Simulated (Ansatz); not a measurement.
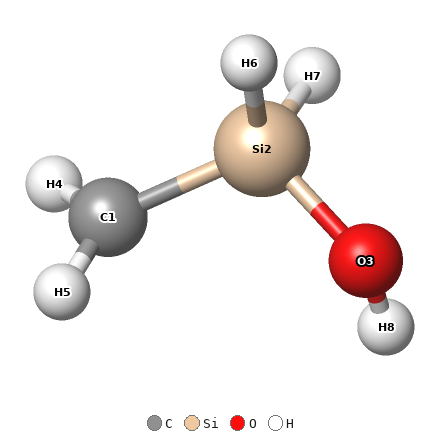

The system is CH5OSi, SMILES [CH2][SiH2]O, spin multiplicity 2; the picture shows the grid point nearest to the relaxed geometry. Two internal coordinates are moved rigidly from the geometry relaxed at PBE0-D4/def2-TZVP, all others fixed. The first coordinate is: bond Si2–O3; the second: angle Si2–C1–H5. The grid has 5 × 5 points. Points are written as (first, second). All energies are given in kJ/mol relative to the lowest grid point. These are results of Ansatz 0.2.0, UKS PBE-D4/def2-TZVPP, not measurements.

Its coordinates:

```yaml
atoms:
  - { symbol: C, position_ang: [-0.8615, 0.5178, -0.7914] }
  - { symbol: Si, position_ang: [0.6542, -0.0053, 0.1107] }
  - { symbol: O, position_ang: [0.2958, -0.7403, 1.5852] }
  - { symbol: H, position_ang: [-0.9708, 0.4168, -1.8670] }
  - { symbol: H, position_ang: [-1.7031, 0.9915, -0.2933] }
  - { symbol: H, position_ang: [1.4959, 1.1609, 0.4801] }
  - { symbol: H, position_ang: [1.4309, -0.9124, -0.7805] }
  - { symbol: H, position_ang: [-0.2629, -1.5181, 1.5601] }
```

Range: bond Si2–O3 from 1.485 to 1.980 Å; angle Si2–C1–H5 from 92.5 to 152.5°.

Question: What landscape does the calculation give?

Answer: The lowest grid point is at (1.686 Å, 122.5°). It is the only kind of minimum in the scanned range. The highest grid point, (1.980 Å, 92.5°), lies 124 kJ/mol above the lowest. Round the minimum the two coordinates are nearly uncoupled.

```
angle Si2–C1–H5 ↓, bond Si2–O3 →  1.485  1.567  1.686  1.826  1.980
                           152.5    108     60     42     67    119
                           137.5     76     28     11     36     88
                           122.5     65     17      0     26     79
                           107.5     74     26     11     37     91
                            92.5    104     57     42     69    124
```

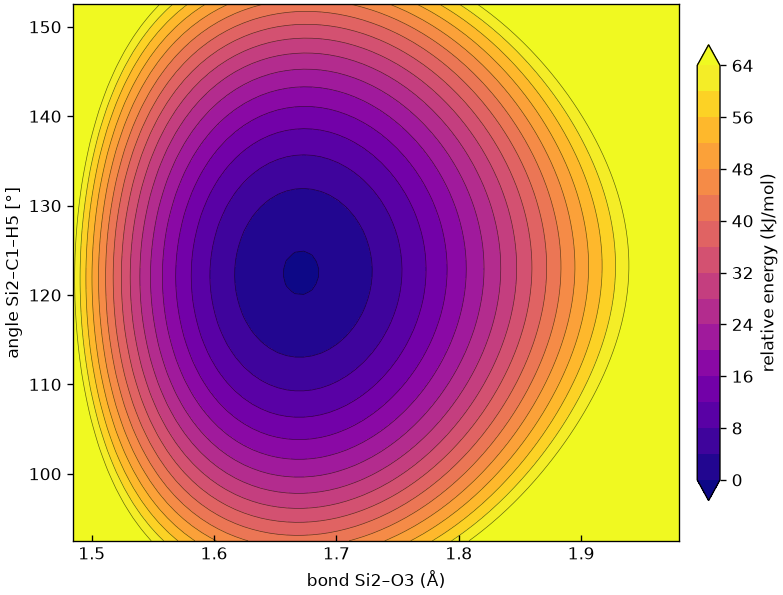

Drawn: filled contours, one colour for all values above the top of the scale. Between grid points the surface is interpolated.
